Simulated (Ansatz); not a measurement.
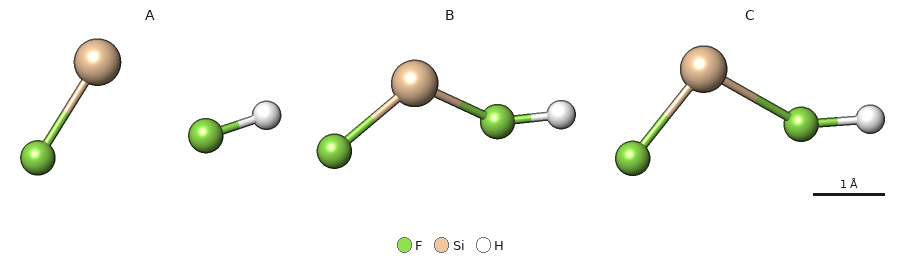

3 geometries from one relaxation of SiHF$_{2}$ (charge +1), in shuffled order. A ball-and-stick model, seen at a tilt.

It is one of the separated reactants of a reaction.

The calculation used Ansatz 0.2.0, RKS PBE-D4/def2-SVP. Settings: force threshold 0.03 eV/Å; at most 250 steps.

### Order the frames from highest to lowest energy.

B, C, A. They are steps 0, 2, 7, at +60.5 kcal/mol, +7.42 kcal/mol relative to the last. After 7 geometry steps the energy has fallen by 60.5 kcal/mol. The largest force component goes from 10 to 0.012 eV/Å. The largest move after the best rigid fit is that of the Si atom, 0.44 Å. Largest moves by element: Si 0.44 Å, F 0.24 Å, H 0.18 Å. Among the contacts that change: F–Si 1.525 → 2.084 Å, F–Si 1.525 → 1.598 Å, F–H 0.910 → 0.956 Å. Bonds break, among them: F–Si (1.53 → 2.08 Å).
